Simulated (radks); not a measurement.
## Tc⁴⁺: atomic calculation

- system: the technetium ion Tc⁴⁺ in the configuration [Kr] 4d3 (4d3/2: 3).
- method: Dirac Kohn-Sham, PBE, spin-unpolarised, spherical densities, finite nucleus (the in-house radial solver radks)

The program's output:
```
1s1/2   1   2.0000        -768.24295656
2s1/2   1   2.0000        -111.08681180
2p1/2   1   2.0000        -102.57150390
2p3/2   1   4.0000         -98.22592535
3s1/2   1   2.0000         -20.78335843
3p1/2   1   2.0000         -17.51129547
3p3/2   1   4.0000         -16.78403030
3d3/2   1   4.0000         -10.99826895
3d5/2   1   6.0000         -10.85838301
4s1/2   1   2.0000          -4.37386480
4p1/2   1   2.0000          -3.40067654
4p3/2   1   4.0000          -3.28668871
4d3/2   1   3.0000          -1.81062714
4d5/2   1   0.0000          -1.79639632
5s1/2   1   0.0000          -1.39575579
5p1/2   1   0.0000          -1.13987454
5p3/2   1   0.0000          -1.11886224
4f5/2   1   0.0000          -0.67394177
4f7/2   1   0.0000          -0.67375182
5d3/2   1   0.0000          -0.74674761
5d5/2   1   0.0000          -0.74374483
Etot -4282.787065901309
Ekin 4448.924977098274
Encl -10282.284260206357
Eh 1677.644978631326
Exc -127.07276142455146
err 6.125939758085911e-09
it 14
```

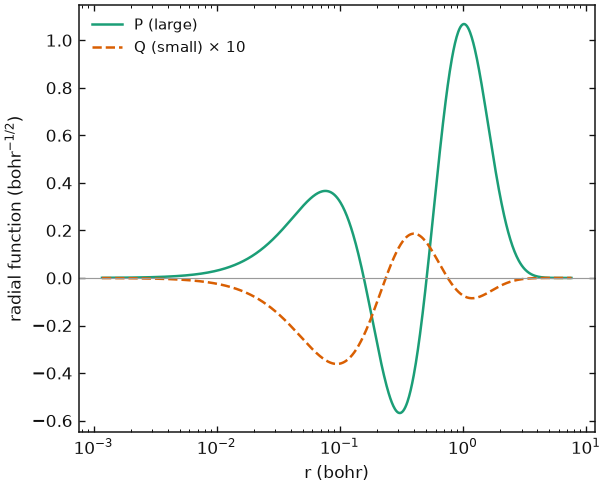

*The large and small radial components of the 4p3/2 spinor.*

The spinor has κ = −2: the large component has l = 1 and 2 radial nodes (r = 0.157 and 0.509 bohr), the small one has l = 2. The small component carries 0.027 % of the norm; ⟨r⟩ = 1.15 bohr and the eigenvalue is −89.4 eV.

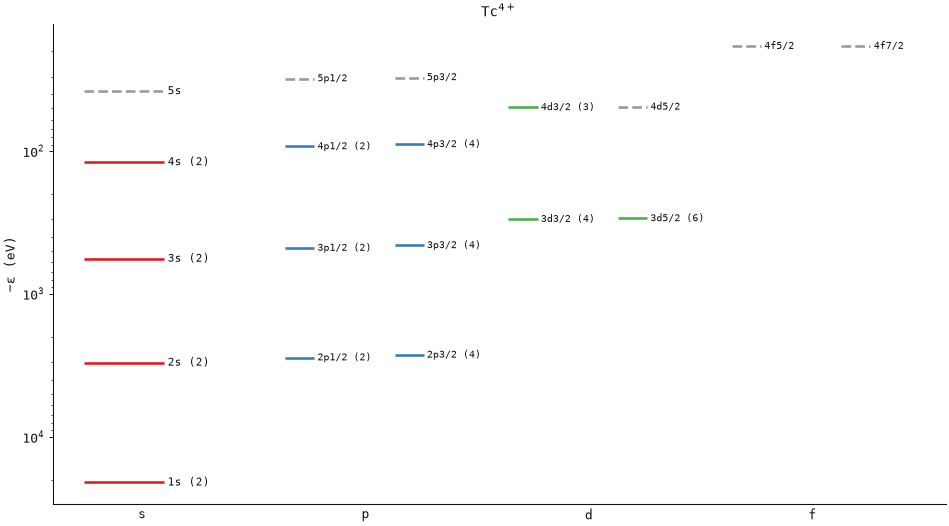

*The occupied levels and a few empty ones, on a logarithmic scale of binding energy, are drawn (occupations in brackets, the lower j at the left of each column, empty levels dashed).*

The highest occupied level is 4d3/2 at −49.3 eV. The highest 6 occupied levels, from the top down, are 4d3/2 (−49.3 eV), 4p3/2 (−89.4 eV), 4p1/2 (−92.5 eV), 4s (−119.0 eV), 3d5/2 (−295.5 eV), 3d3/2 (−299.3 eV). The lowest empty level drawn is 4d5/2 at −48.9 eV. Spin-orbit splittings: 4f 0.00517 eV, 5p 0.572 eV, 4d 0.387 eV, 4p 3.10 eV.

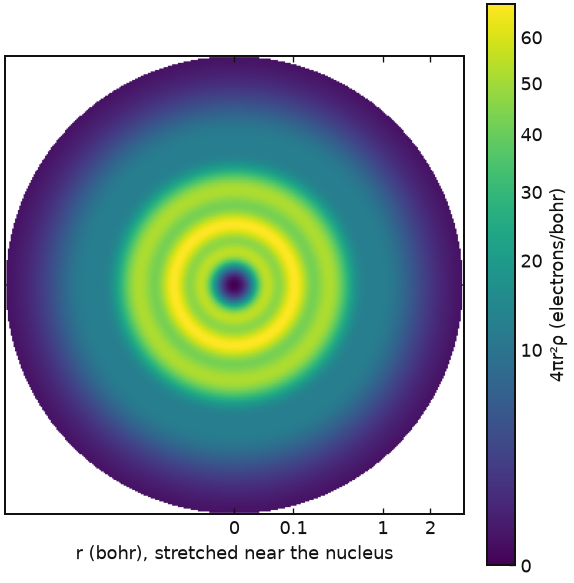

*The radial density 4πr²ρ as a disc about the nucleus, with the radius drawn as r to the power 0.4.*

There are 4 maxima, at r = 0.0243, 0.107, 0.329 and 0.939 bohr, parted by minima at 0.0483, 0.212 and 0.806 bohr, inside which lie 2.0, 11.1 and 29.3 electrons. The outermost maximum rises little above the minimum before it.

Input file:
```
Z 43
configuration [Kr] 4d3 5s0 5p0 4f0 5d0
relativity Dirac
functional pbe,pbe
spin unpolarised
j_filling energy
nucleus finite rms 4.4112 fm
c 137.035999084
```

Energies in input and log are in hartree, lengths in bohr (the nuclear radius in fm).

Summary:

- outcome: converged
- total energy: −4282.7871 hartree
- kinetic energy: 4448.9250 hartree
- electron–nucleus energy: −10282.2843 hartree
- Hartree energy: 1677.6450 hartree
- exchange–correlation energy: −127.072761 hartree
- radius at density 0.001 e/bohr³: 3.03 bohr
- SCF iterations: 14
- hardware: 1 CPU thread, shared host
